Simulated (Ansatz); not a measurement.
## Electronic structure of Cl3F2HOW···HBr in real space

```xyz
10

W     0.0228   -0.1723   -0.0860
O    -0.2910   -0.1756    1.8073
H    -1.1458   -0.3364    2.2604
Cl    2.2737    0.1957    0.3003
F    -0.1823    1.6809   -0.2569
Cl   -2.2658   -0.5655   -0.3041
F     0.3850   -2.0164   -0.0636
Cl    0.2065   -0.2979   -2.3936
Br   -2.1884    2.1482    1.9474
H    -0.7548    1.9208    2.3477
```

Core potentials replace the inner electrons of W; not at a stationary point (largest force 1.4 eV/Å).

Level of theory: RKS PBE/def2-SVP in Ansatz.

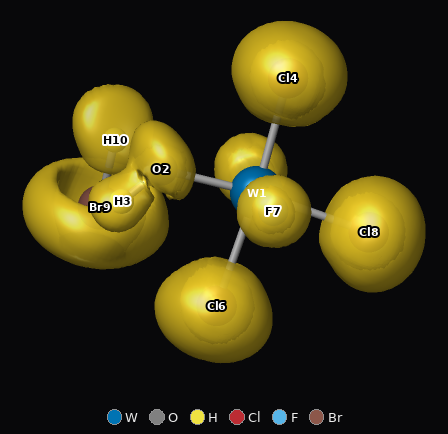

Figure 1. Isosurface of the ELF at 0.8 (yellow), seen at a tilt. Core shells and regions of very low density are left out.

> Identify the bonds, lone pairs and shells in this picture.

The ELF exceeds this value in one region around a hydrogen nucleus, one ring or bowl of non-bonding electrons around Br, three regions wrapped around Cl (the valence shell of each), two regions wrapped around F (the valence shell of each) and one joined region spread over several atoms (H, O), in which their bonds and any lone pairs are merged. Along the contacts the grid gives the following. O2···H10 (2.21 Å): the ELF dips to about 0.10 between them. W–F (1.87 Å): the ELF peaks at about 0.80 in the valence shell of F, 0.5 Å from its nucleus, and drops to about 0.25 between the two atoms.

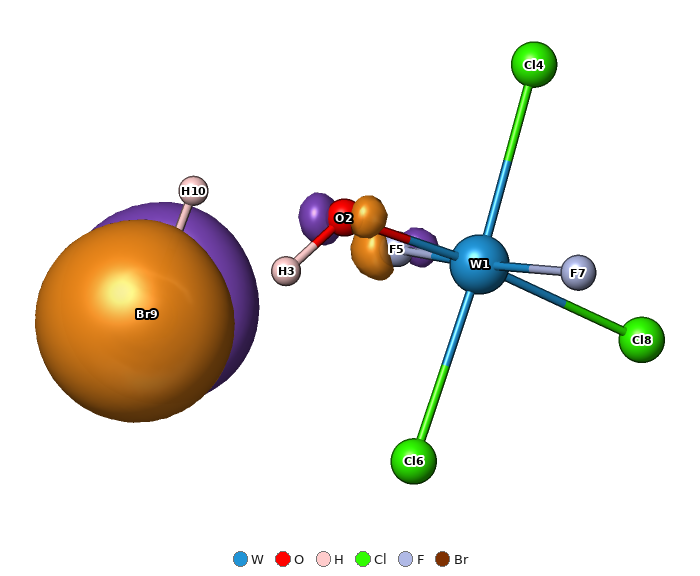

Figure 2. The HOMO−1 at ±0.15 Å⁻³ᐟ² (orange and purple are the two phases), seen across its widest extent.

> Describe this orbital and give its energy.

By Hirshfeld shares it lies mainly on Br9 (about 90 %); largely a lone pair of Br9. Its energy is −7.45 eV.

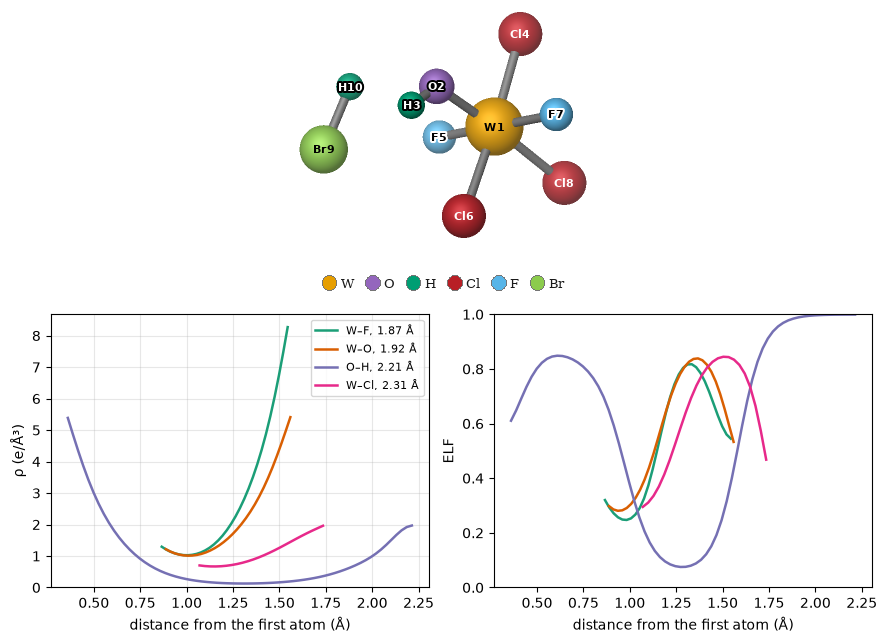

Figure 3. Electron density and ELF along straight lines between neighbouring atoms. The curves leave out the atomic cores. The structure is drawn too.

> Compare the contacts.

W–F (1.87 Å): ρ at the midpoint is about 1.1 e/Å³; the ELF peaks at about 0.80 in the valence shell of F, 0.5 Å from its nucleus, and drops to about 0.25 between the two atoms.
W–O (1.92 Å): ρ at the midpoint is about 1 e/Å³; the ELF peaks at about 0.85 in the valence shell of O, 0.6 Å from its nucleus, and drops to about 0.30 between the two atoms.
O2···H10 (2.21 Å): the density falls to about 0.13 e/Å³ on the way; the ELF dips to about 0.10 between them.
W–Cl (2.31 Å): ρ at the midpoint is about 0.67 e/Å³; the ELF peaks at about 0.85 in the valence shell of Cl, 0.8 Å from its nucleus, and is about 0.35 at the midpoint.

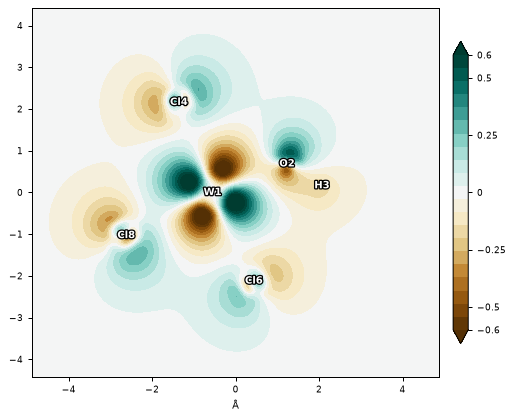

Figure 4. The LUMO on the plane of atoms Cl4, W1 and Cl8 (values in Å⁻³ᐟ²; the overall sign is arbitrary).

> Where does this orbital lie, and at what energy?

By Hirshfeld shares it lies mainly on W1 (about 55 %), Cl8 (about 15 %), Cl4 (about 10 %), O2 (about 10 %) and Cl6 (about 10 %). Its energy is −5.56 eV.
